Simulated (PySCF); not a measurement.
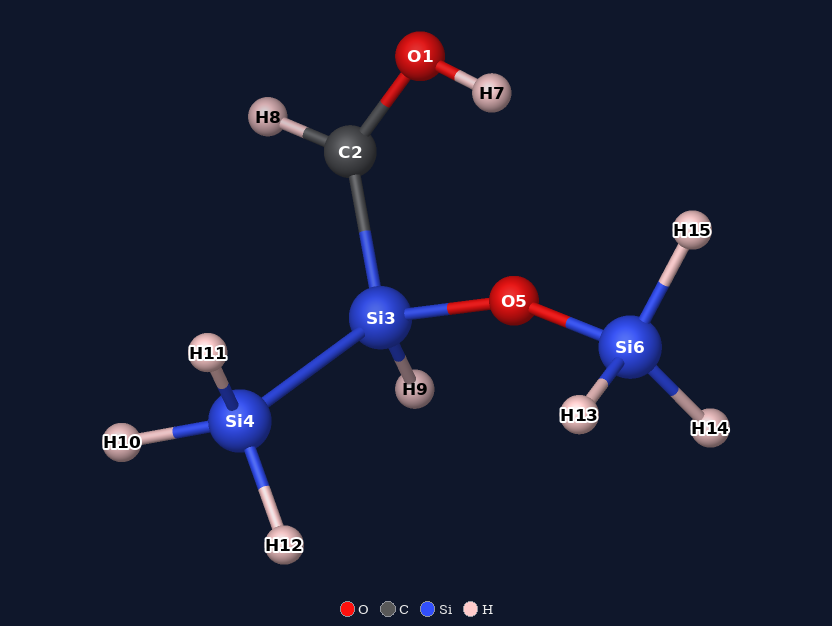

The species is neutral and a spin doublet. The computed structure is the end point of a GFN2-xTB optimisation. No frequency run is at hand to confirm it as a minimum. Level of theory: UKS B3LYP, pcH-1 on C H O Si, non-relativistic (PySCF 2.14.0). Fermi-contact and spin-dipolar terms alone, no spin-orbit part.

Question: Which nucleus has the largest dipolar (anisotropic) hyperfine coupling?

Answer: 13C at C2: principal values −67.0, −65.6, 132.6 MHz.

List the isotropic and dipolar parts for the most strongly coupled nuclei, one of each equivalent set.

```tsv
atom	isotope	a_iso (MHz)	dipolar part (MHz)
C2	13C	81.9	−67.0, −65.6, 132.6
O1	17O	−23.5	−78.2, 38.1, 40.0
H8	1H	−50.3	−31.4, −1.0, 32.4
H7	1H	−14.4	−14.8, −10.2, 25.0
Si4	29Si	−60.1	−8.8, 3.9, 4.9
H9	1H	46.9	−3.4, −2.0, 5.4
Si3	29Si	40.3	−1.9, −0.9, 2.9
H11	1H	−2.2	−1.5, −0.9, 2.4
```

The geometry is semi-empirical. Around Si such bond lengths and angles can be off by a tenth of an ångström or more and by several degrees, and values that hang on the shape move with them.
